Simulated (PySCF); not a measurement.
# MoCl6 (-2): ligand-field states, part 1 of 2

Wanted: ligand-field states for MoCl6 (-2).

Programs: PySCF 2.14.0, with routines of our own; each step states its level. All values are computed. Atoms count from 0.

### 1 The system as given

7 atoms, charge -2, states of the metal's open shell are computed; geometry from: model geometry, bond lengths from ionic radii.

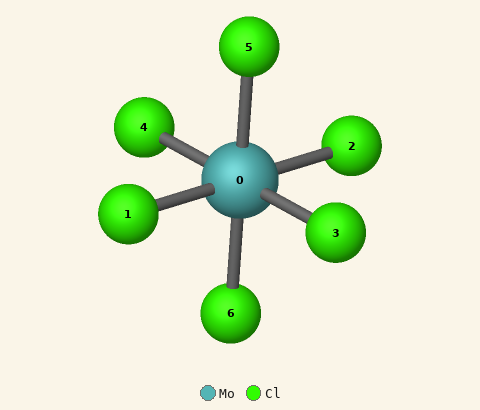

The starting geometry (molybdenum teal, chlorine green); sticks join atoms by distance alone.

### 2 Ligand-field states: state-averaged CASSCF in water

What the job is given:

```
{"job": {"kind": "lf", "basis": {"metal": "x2c-TZVPall", "ligand": "x2c-SVPall"}, "nevpt": true, "solvent": "water"}, "charge": -2, "metal": "Mo", "open_shell": "d2"}
Mo     0.000000     0.000000     0.000000
Cl     0.000000     0.000000     2.360000
Cl     0.000000     0.000000    -2.360000
Cl     2.360000     0.000000     0.000000
Cl    -2.360000     0.000000     0.000000
Cl     0.000000     2.360000     0.000000
Cl    -0.000000    -2.360000     0.000000
```

Level: state-averaged CASSCF of the metal d shell, SC-NEVPT2 on the averaged canonical orbitals, state-interaction spin-orbit coupling.

On the command line:

```sh
OMP_NUM_THREADS=1 python lf_run.py task.json out
```

One launch serves the whole session: the jobs run in the order shown.

Log:

```text
basis functions 171, electrons 146, active (2e, 5o)
stage 1: DIIS on the effective Fock matrix, level shift 0.30
cycle   1  E = -6808.9078620346  dE = -6.809e+03  max|g| = 1.436e+00
cycle   2  E = -6808.4902385002  dE =  4.176e-01  max|g| = 1.267e+00
cycle   3  E = -6810.3813975871  dE = -1.891e+00  max|g| = 7.743e-01
cycle   4  E = -6810.8618353430  dE = -4.804e-01  max|g| = 6.088e-01
cycle   5  E = -6811.0077070425  dE = -1.459e-01  max|g| = 4.594e-01
cycle   6  E = -6811.1535857099  dE = -1.459e-01  max|g| = 1.140e-01
cycle   7  E = -6811.1732847612  dE = -1.970e-02  max|g| = 3.129e-02
cycle   8  E = -6811.1766040211  dE = -3.319e-03  max|g| = 1.887e-02
cycle   9  E = -6811.1774201941  dE = -8.162e-04  max|g| = 1.521e-02
cycle  10  E = -6811.1776112132  dE = -1.910e-04  max|g| = 8.696e-03
cycle  11  E = -6811.1777025776  dE = -9.136e-05  max|g| = 6.199e-03
cycle  12  E = -6811.1777321095  dE = -2.953e-05  max|g| = 4.088e-03
cycle  13  E = -6811.1777474719  dE = -1.536e-05  max|g| = 2.561e-03
cycle  14  E = -6811.1777498970  dE = -2.425e-06  max|g| = 2.024e-03
cycle  15  E = -6811.1777537543  dE = -3.857e-06  max|g| = 1.038e-03
cycle  16  E = -6811.1777543767  dE = -6.224e-07  max|g| = 8.712e-04
cycle  17  E = -6811.1777546932  dE = -3.165e-07  max|g| = 7.096e-04
cycle  18  E = -6811.1777548967  dE = -2.035e-07  max|g| = 4.815e-04
cycle  19  E = -6811.1777550196  dE = -1.229e-07  max|g| = 3.379e-04
cycle  20  E = -6811.1777550938  dE = -7.421e-08  max|g| = 2.470e-04
cycle  21  E = -6811.1777551371  dE = -4.333e-08  max|g| = 2.673e-04
cycle  22  E = -6811.1777551643  dE = -2.713e-08  max|g| = 2.113e-04
cycle  23  E = -6811.1777551810  dE = -1.676e-08  max|g| = 1.655e-04
cycle  24  E = -6811.1777551910  dE = -1.000e-08  max|g| = 1.306e-04
cycle  25  E = -6811.1777551973  dE = -6.239e-09  max|g| = 1.031e-04
cycle  26  E = -6811.1777552011  dE = -3.857e-09  max|g| = 8.153e-05
cycle  27  E = -6811.1777552035  dE = -2.432e-09  max|g| = 6.435e-05
cycle  28  E = -6811.1777552051  dE = -1.517e-09  max|g| = 5.074e-05
cycle  29  E = -6811.1777552060  dE = -9.404e-10  max|g| = 4.002e-05
cycle  30  E = -6811.1777552066  dE = -5.921e-10  max|g| = 3.153e-05
cycle  31  E = -6811.1777552070  dE = -3.683e-10  max|g| = 2.482e-05
cycle  32  E = -6811.1777552072  dE = -2.246e-10  max|g| = 1.953e-05
cycle  33  E = -6811.1777552073  dE = -1.437e-10  max|g| = 1.537e-05
cycle  34  E = -6811.1777552074  dE = -8.549e-11  max|g| = 1.201e-05
cycle  35  E = -6811.1777552075  dE = -5.730e-11  max|g| = 9.551e-06
converged average energy = -6811.1777552075

 mult deg   label        CASSCF/cm-1   NEVPT2/cm-1
   3   3   3T1g                0.0           0.0
   1   3   1T2g             9331.8        7878.4
   1   2   1Eg              9531.7        8032.1
   1   1   1A1g            21849.4       18228.2
   3   3   3T2g            24524.8       27190.2
   3   3   3T1g            32213.9       32409.8
   1   3   1T2g            33622.1       34402.1
   1   3   1T1g            36273.9       36471.8
   3   1   3A2g            50537.5       54990.5
   1   2   1Eg             59946.3       62024.2
   1   1   1A1g            70624.8       69303.2

spin-orbit levels / cm-1
      0.00  x2  3T1g 0.99
     22.55  x3  3T1g 1.00
    909.69  x3  3T1g 1.00
   1296.16  x1  3T1g 1.00
   8373.80  x3  1T2g 0.99
   8553.15  x2  1Eg 0.99
  18738.24  x1  1A1g 0.99
  27339.67  x1  3T2g 1.00
  27519.01  x3  3T2g 0.99
  27855.70  x3  3T2g 0.99
  27861.47  x2  3T2g 0.99
  32441.76  x1  3T1g 1.00
  32676.75  x3  3T1g 0.99
  33056.94  x3  3T1g 0.93 1T2g 0.07
  33211.35  x2  3T1g 0.99
  35038.78  x3  1T2g 0.93 3T1g 0.07
  37018.63  x3  1T1g 0.99
  55547.76  x3  3A2g 1.00
  62568.80  x2  1Eg 1.00
  69854.04  x1  1A1g 1.00
```

Run time: 30 s. Hardware: 1 thread of Arm Neoverse V2, shared host; peak memory 0.49 GiB.

Warnings kept with the result: strongly covalent, metal-shell active space is small for this complex.

In short:

```
             quantity     value
spin-orbit constant ζ  660 cm⁻¹
```

Powder susceptibility:

```
T (K)  χT (cm³ K/mol)  μ(eff)
    2           0.020    0.40
    5           0.050    0.63
   10           0.095    0.87
   20           0.145    1.08
   30           0.168    1.16
   50           0.194    1.25
   75           0.220    1.32
  100           0.243    1.39
  150           0.288    1.52
  200           0.333    1.63
  250           0.378    1.74
  300           0.421    1.84
```

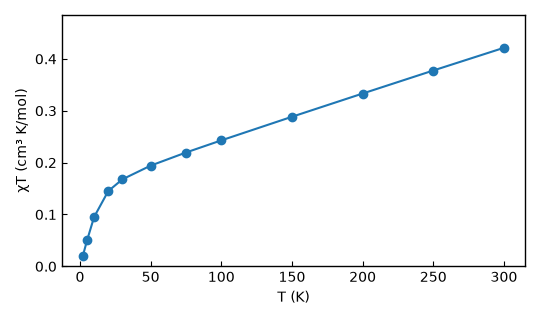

χT against temperature.

### 3 Ligand-field states: state-averaged CASSCF (axial bond length × 0.9) in water

What the job is given:

```
{"job": {"kind": "lf", "basis": {"metal": "x2c-TZVPall", "ligand": "x2c-SVPall"}, "nevpt": true, "solvent": "water", "reuse": true}, "charge": -2, "metal": "Mo", "open_shell": "d2"}
Mo     0.000000     0.000000     0.000000
Cl     0.000000     0.000000     2.124000
Cl     0.000000     0.000000    -2.124000
Cl     2.360000     0.000000     0.000000
Cl    -2.360000     0.000000     0.000000
Cl     0.000000     2.360000     0.000000
Cl    -0.000000    -2.360000     0.000000
```

Method: state-averaged CASSCF of the metal d shell, SC-NEVPT2 on the averaged canonical orbitals, state-interaction spin-orbit coupling.

Log:

```text
basis functions 171, electrons 146, active (2e, 5o)
start from the orbitals of the previous structure
stage 1: DIIS on the effective Fock matrix, level shift 0.30
cycle   1  E = -6807.1501044257  dE = -6.807e+03  max|g| = 5.559e+00
cycle   2  E = -6810.9011757898  dE = -3.751e+00  max|g| = 4.917e-01
cycle   3  E = -6811.0396805593  dE = -1.385e-01  max|g| = 2.245e-01
cycle   4  E = -6811.0991170552  dE = -5.944e-02  max|g| = 6.347e-02
cycle   5  E = -6811.1027626676  dE = -3.646e-03  max|g| = 4.238e-02
cycle   6  E = -6811.1043707085  dE = -1.608e-03  max|g| = 1.052e-02
cycle   7  E = -6811.1045562244  dE = -1.855e-04  max|g| = 3.948e-03
cycle   8  E = -6811.1045966983  dE = -4.047e-05  max|g| = 2.141e-03
cycle   9  E = -6811.1046061439  dE = -9.446e-06  max|g| = 1.200e-03
cycle  10  E = -6811.1046097439  dE = -3.600e-06  max|g| = 6.825e-04
cycle  11  E = -6811.1046106580  dE = -9.141e-07  max|g| = 3.854e-04
cycle  12  E = -6811.1046109202  dE = -2.622e-07  max|g| = 2.146e-04
cycle  13  E = -6811.1046109978  dE = -7.755e-08  max|g| = 1.508e-04
cycle  14  E = -6811.1046110288  dE = -3.098e-08  max|g| = 1.027e-04
cycle  15  E = -6811.1046110385  dE = -9.693e-09  max|g| = 8.602e-05
cycle  16  E = -6811.1046110434  dE = -4.929e-09  max|g| = 6.822e-05
cycle  17  E = -6811.1046110458  dE = -2.397e-09  max|g| = 5.591e-05
cycle  18  E = -6811.1046110472  dE = -1.398e-09  max|g| = 4.674e-05
cycle  19  E = -6811.1046110480  dE = -8.049e-10  max|g| = 4.044e-05
cycle  20  E = -6811.1046110486  dE = -5.712e-10  max|g| = 3.456e-05
cycle  21  E = -6811.1046110489  dE = -3.593e-10  max|g| = 2.997e-05
cycle  22  E = -6811.1046110492  dE = -2.337e-10  max|g| = 2.694e-05
cycle  23  E = -6811.1046110493  dE = -1.282e-10  max|g| = 2.531e-05
cycle  24  E = -6811.1046110494  dE = -1.091e-10  max|g| = 2.338e-05
cycle  25  E = -6811.1046110495  dE = -6.185e-11  max|g| = 2.242e-05
cycle  26  E = -6811.1046110495  dE = -3.638e-11  max|g| = 2.169e-05
cycle  27  E = -6811.1046110495  dE = -4.002e-11  max|g| = 2.084e-05
cycle  28  E = -6811.1046110496  dE = -3.274e-11  max|g| = 2.038e-05
cycle  29  E = -6811.1046110496  dE = -3.274e-11  max|g| = 1.988e-05
cycle  30  E = -6811.1046110496  dE = -2.638e-11  max|g| = 1.921e-05
cycle  31  E = -6811.1046110497  dE = -3.547e-11  max|g| = 1.860e-05
cycle  32  E = -6811.1046110497  dE = -6.548e-11  max|g| = 1.689e-05
cycle  33  E = -6811.1046110498  dE = -6.003e-11  max|g| = 1.531e-05
cycle  34  E = -6811.1046110499  dE = -1.082e-10  max|g| = 1.220e-05
cycle  35  E = -6811.1046110499  dE = -4.911e-11  max|g| = 1.072e-05
cycle  36  E = -6811.1046110500  dE = -3.456e-11  max|g| = 9.434e-06
converged average energy = -6811.1046110500

 mult deg   label        CASSCF/cm-1   NEVPT2/cm-1
   3   2   3Eg                 0.0           0.0
   3   1   3A2g             2793.7        3278.2
   1   1   1A1g             8275.9        6270.4
   1   2   1Eg              8757.0        7410.2
   1   1   1B2g            11565.3       10482.2
   1   1   1B1g            11601.2       10557.8
   1   1   1A1g            22071.6       18596.4
   3   2   3Eg             25353.9       27932.0
   3   1   3A2g            29302.9       29263.8
   1   1   1A2g            33314.0       33333.7
   3   1   3B2g            32373.1       34191.1
   1   2   1Eg             33337.6       34354.0
   3   2   3Eg             41194.7       41006.3
   1   1   1B2g            41542.5       41282.7
   1   2   1Eg             45351.4       44923.2
   3   1   3B1g            57961.1       61790.1
   1   1   1A1g            60474.5       61994.3
   1   1   1B1g            67792.7       69054.2
   1   1   1A1g            83163.8       81227.3

spin-orbit levels / cm-1
      0.00  x1  3Eg 1.00
     11.94  x1  3Eg 1.00
    401.23  x2  3Eg 0.98
    734.00  x1  3Eg 0.95 3A2g 0.04
    901.82  x1  3Eg 1.00
   3773.41  x2  3A2g 0.98
   3780.32  x1  3A2g 0.94 3Eg 0.04
   6815.11  x1  1A1g 0.98
   7907.21  x2  1Eg 0.99
  10963.21  x1  1B2g 1.00
  11053.95  x1  1B1g 1.00
  19100.55  x1  1A1g 0.99
  28153.24  x1  3Eg 1.00
  28159.34  x1  3Eg 1.00
  28366.57  x2  3Eg 0.96 3A2g 0.04
  28578.37  x1  3Eg 0.89 3A2g 0.11
  28672.51  x1  3Eg 0.99
  29794.32  x2  3A2g 0.95 3Eg 0.04
  29913.62  x1  3A2g 0.89 3Eg 0.11
  33873.89  x1  1A2g 0.99
  34665.80  x2  3B2g 0.99
  34665.86  x1  3B2g 1.00
  34888.80  x2  1Eg 0.99
  41151.64  x1  3Eg 1.00
  41158.92  x1  3Eg 1.00
  41301.30  x1  1B2g 0.54 3Eg 0.45
  41489.52  x2  3Eg 0.99
  41881.47  x1  3Eg 1.00
  42323.99  x1  3Eg 0.54 1B2g 0.45
  45458.10  x2  1Eg 0.99
```

Wall time 26 s (1 thread of Arm Neoverse V2, shared host); peak memory 0.5 GiB.

Warnings kept with the result: strongly covalent, metal-shell active space is small for this complex.

In short:

```
             quantity     value
spin-orbit constant ζ  639 cm⁻¹
```

Powder susceptibility:

```
T (K)  χT (cm³ K/mol)  μ(eff)
    2           0.024    0.44
   20           0.116    0.96
  100           0.247    1.41
  300           0.509    2.02
```

### 4 Ligand-field states: state-averaged CASSCF (axial bond length × 0.95) in water

The job, as its differences from that of step 3:

```diff
@@ -2,4 +2,4 @@
 Mo     0.000000     0.000000     0.000000
-Cl     0.000000     0.000000     2.124000
-Cl     0.000000     0.000000    -2.124000
+Cl     0.000000     0.000000     2.242000
+Cl     0.000000     0.000000    -2.242000
 Cl     2.360000     0.000000     0.000000
```

Method: state-averaged CASSCF of the metal d shell, SC-NEVPT2 on the averaged canonical orbitals, state-interaction spin-orbit coupling.

Log:

```text
basis functions 171, electrons 146, active (2e, 5o)
start from the orbitals of the previous structure
stage 1: DIIS on the effective Fock matrix, level shift 0.30
cycle   1  E = -6809.5702543145  dE = -6.810e+03  max|g| = 4.637e+00
cycle   2  E = -6811.0922109130  dE = -1.522e+00  max|g| = 3.021e-01
cycle   3  E = -6811.1461023053  dE = -5.389e-02  max|g| = 9.853e-02
cycle   4  E = -6811.1514874629  dE = -5.385e-03  max|g| = 4.034e-02
cycle   5  E = -6811.1522880194  dE = -8.006e-04  max|g| = 1.556e-02
cycle   6  E = -6811.1525919923  dE = -3.040e-04  max|g| = 7.261e-03
cycle   7  E = -6811.1526640472  dE = -7.205e-05  max|g| = 2.635e-03
cycle   8  E = -6811.1526769323  dE = -1.289e-05  max|g| = 1.142e-03
cycle   9  E = -6811.1526804119  dE = -3.480e-06  max|g| = 6.315e-04
cycle  10  E = -6811.1526812662  dE = -8.543e-07  max|g| = 2.756e-04
...
cycle  32  E = -6811.1526815995  dE =  9.095e-13  max|g| = 1.604e-05
cycle  33  E = -6811.1526815994  dE =  6.366e-12  max|g| = 1.632e-05
cycle  34  E = -6811.1526815995  dE = -7.003e-11  max|g| = 1.424e-05
cycle  35  E = -6811.1526815996  dE = -7.458e-11  max|g| = 1.195e-05
cycle  36  E = -6811.1526815996  dE = -2.547e-11  max|g| = 1.116e-05
cycle  37  E = -6811.1526815996  dE = -1.273e-11  max|g| = 1.081e-05
cycle  38  E = -6811.1526815996  dE = -6.366e-12  max|g| = 1.056e-05
cycle  39  E = -6811.1526815996  dE = -4.547e-12  max|g| = 1.037e-05
cycle  40  E = -6811.1526815996  dE = -9.095e-13  max|g| = 1.044e-05
stage 2: quasi-Newton rotations from the point of smallest gradient
cycle  42  E = -6811.1526815998  dE = -1.146e-10  max|g| = 3.073e-06
converged average energy = -6811.1526815998

 mult deg   label        CASSCF/cm-1   NEVPT2/cm-1
   3   2   3Eg                 0.0           0.0
   3   1   3A2g             1126.9        1350.2
   1   1   1A1g             9039.3        7412.3
   1   2   1Eg              9097.4        7694.7
   1   1   1B2g            10252.5        8963.9
   1   1   1B1g            10356.6        9069.9
   1   1   1A1g            21901.6       18302.3
   3   2   3Eg             25198.9       27808.9
   3   1   3B2g            28572.2       30975.5
   3   1   3A2g            30954.5       31106.5
   1   2   1Eg             33702.0       34566.3
   1   1   1A2g            34999.9       35178.0
   3   2   3Eg             36389.7       36543.4
   1   1   1B2g            37733.0       38166.3
   1   2   1Eg             40614.9       40664.5
   3   1   3B1g            54379.2       58665.1
   1   1   1A1g            61424.1       63200.7
   1   1   1B1g            64024.0       65847.2
   1   1   1A1g            76050.6       74789.8

spin-orbit levels / cm-1
      0.00  x1  3Eg 0.99
     16.57  x1  3Eg 1.00
    335.67  x2  3Eg 0.92 3A2g 0.08
    568.00  x1  3Eg 0.80 3A2g 0.19
    908.57  x1  3Eg 1.00
   1934.01  x2  3A2g 0.92 3Eg 0.08
   2062.24  x1  3A2g 0.80 3Eg 0.20
   7936.72  x1  1A1g 0.99
   8190.02  x2  1Eg 0.99
   9454.26  x1  1B2g 1.00
   9580.09  x1  1B1g 1.00
  18811.61  x1  1A1g 0.99
  28049.40  x1  3Eg 1.00
  28062.55  x1  3Eg 1.00
  28284.40  x2  3Eg 0.99
  28532.33  x1  3Eg 0.98
  28546.85  x1  3Eg 0.99
  31461.92  x2  3B2g 0.98
  31465.85  x1  3B2g 0.99
  31595.47  x2  3A2g 0.97
  31662.44  x1  3A2g 0.98
  35093.40  x2  1Eg 0.97
  35703.26  x1  1A2g 0.98
  36734.98  x1  3Eg 0.99
  36742.05  x1  3Eg 0.99
  37071.59  x2  3Eg 0.98
  37207.08  x1  3Eg 0.89 1B2g 0.11
  37413.12  x1  3Eg 0.99
  38841.22  x1  1B2g 0.89 3Eg 0.11
  41207.46  x2  1Eg 0.99
```

It took 29 s on 1 thread of Arm Neoverse V2, shared host; peak memory 0.5 GiB.

Warnings kept with the result: strongly covalent, metal-shell active space is small for this complex.

From this job:

```
             quantity     value
spin-orbit constant ζ  653 cm⁻¹
```

Powder susceptibility:

```
T (K)  χT (cm³ K/mol)  μ(eff)
    2           0.019    0.39
   20           0.116    0.96
  100           0.253    1.42
  300           0.490    1.98
```

### 5 Ligand-field states: state-averaged CASSCF (axial bond length × 1.05) in water

The job, as its differences from that of step 4:

```diff
@@ -2,4 +2,4 @@
 Mo     0.000000     0.000000     0.000000
-Cl     0.000000     0.000000     2.242000
-Cl     0.000000     0.000000    -2.242000
+Cl     0.000000     0.000000     2.478000
+Cl     0.000000     0.000000    -2.478000
 Cl     2.360000     0.000000     0.000000
```

Level: state-averaged CASSCF of the metal d shell, SC-NEVPT2 on the averaged canonical orbitals, state-interaction spin-orbit coupling.

Log:

```text
basis functions 171, electrons 146, active (2e, 5o)
start from the orbitals of the previous structure
stage 1: DIIS on the effective Fock matrix, level shift 0.30
cycle   1  E = -6808.8577465177  dE = -6.809e+03  max|g| = 4.850e+00
cycle   2  E = -6811.0783647265  dE = -2.221e+00  max|g| = 4.391e-01
cycle   3  E = -6811.1737415837  dE = -9.538e-02  max|g| = 1.178e-01
cycle   4  E = -6811.1852224034  dE = -1.148e-02  max|g| = 4.195e-02
cycle   5  E = -6811.1867603465  dE = -1.538e-03  max|g| = 2.552e-02
cycle   6  E = -6811.1876111633  dE = -8.508e-04  max|g| = 1.003e-02
cycle   7  E = -6811.1878816742  dE = -2.705e-04  max|g| = 5.157e-03
cycle   8  E = -6811.1879371945  dE = -5.552e-05  max|g| = 2.773e-03
cycle   9  E = -6811.1879541585  dE = -1.696e-05  max|g| = 1.546e-03
cycle  10  E = -6811.1879569461  dE = -2.788e-06  max|g| = 1.310e-03
...
cycle  35  E = -6811.1879604729  dE = -3.029e-10  max|g| = 4.589e-04
cycle  36  E = -6811.1879604681  dE =  4.741e-09  max|g| = 4.665e-04
cycle  37  E = -6811.1879605542  dE = -8.604e-08  max|g| = 3.892e-04
cycle  38  E = -6811.1879606462  dE = -9.208e-08  max|g| = 2.669e-04
cycle  39  E = -6811.1879606624  dE = -1.618e-08  max|g| = 2.453e-04
cycle  40  E = -6811.1879606562  dE =  6.195e-09  max|g| = 2.550e-04
stage 2: quasi-Newton rotations from the point of smallest gradient
cycle  42  E = -6811.1879607295  dE = -6.709e-08  max|g| = 7.839e-05
cycle  43  E = -6811.1879607426  dE = -1.303e-08  max|g| = 4.151e-05
cycle  44  E = -6811.1879607441  dE = -1.555e-09  max|g| = 2.429e-05
cycle  45  E = -6811.1879607447  dE = -6.394e-10  max|g| = 3.429e-06
converged average energy = -6811.1879607447

 mult deg   label        CASSCF/cm-1   NEVPT2/cm-1
   3   1   3A2g                0.0           0.0
   3   2   3Eg               762.4         928.0
   1   1   1B2g             9415.7        8025.2
   1   1   1B1g             9733.1        8239.4
   1   2   1Eg             10259.7        8923.3
   1   1   1A1g            10625.8        9291.2
   1   1   1A1g            22535.9       19138.4
   3   1   3B2g            21392.9       24250.0
   3   2   3Eg             23461.5       25997.2
   3   2   3Eg             30374.9       30931.7
   1   1   1B2g            30424.0       31455.1
   1   2   1Eg             31661.8       32310.9
   3   1   3A2g            33947.0       34251.7
   1   2   1Eg             35635.0       36180.5
   1   1   1A2g            38010.9       38299.6
   3   1   3B1g            47591.0       52169.6
   1   1   1A1g            55663.5       57511.2
   1   1   1B1g            56764.3       59039.1
   1   1   1A1g            69636.0       68645.7

spin-orbit levels / cm-1
      0.00  x1  3A2g 0.86 3Eg 0.13
     93.21  x2  3A2g 0.85 3Eg 0.14
    738.50  x1  3Eg 0.99
    768.77  x1  3Eg 0.99
   1395.58  x2  3Eg 0.85 3A2g 0.14
   1645.12  x1  3Eg 1.00
   1850.51  x1  3Eg 0.86 3A2g 0.13
   8331.51  x1  1B2g 0.99
   8580.54  x1  1B1g 0.99
   9228.03  x2  1Eg 0.99
   9622.46  x1  1A1g 0.99
  19457.44  x1  1A1g 0.99
  24517.89  x1  3B2g 0.96 3Eg 0.04
  24546.71  x2  3B2g 0.98
  26293.19  x1  3Eg 0.99
  26308.04  x1  3Eg 0.99
  26317.08  x1  3Eg 0.99
  26343.45  x2  3Eg 0.98
  26379.90  x1  3Eg 0.96 3B2g 0.03
  31089.08  x1  3Eg 0.74 1B2g 0.26
  31178.15  x2  3Eg 0.96 1Eg 0.04
  31178.96  x1  3Eg 0.97
  31212.76  x1  3Eg 0.99
  31351.43  x1  3Eg 0.99
  32039.34  x1  1B2g 0.74 3Eg 0.26
  32696.29  x2  1Eg 0.95 3Eg 0.03
  34562.94  x2  3A2g 0.95 1Eg 0.03
  34656.02  x1  3A2g 0.98
  36586.89  x2  1Eg 0.96 3A2g 0.03
  38656.66  x1  1A2g 1.00
```

Run time: 32 s. Hardware: 1 thread of Arm Neoverse V2, shared host; peak memory 0.5 GiB.

Warnings kept with the result: strongly covalent, metal-shell active space is small for this complex.

Key values:

```
             quantity     value
spin-orbit constant ζ  665 cm⁻¹
```

Powder susceptibility:

```
T (K)  χT (cm³ K/mol)  μ(eff)
    2           0.012    0.31
   20           0.117    0.97
  100           0.411    1.81
  300           0.552    2.10
```

(Continued in part 2 of 2.)
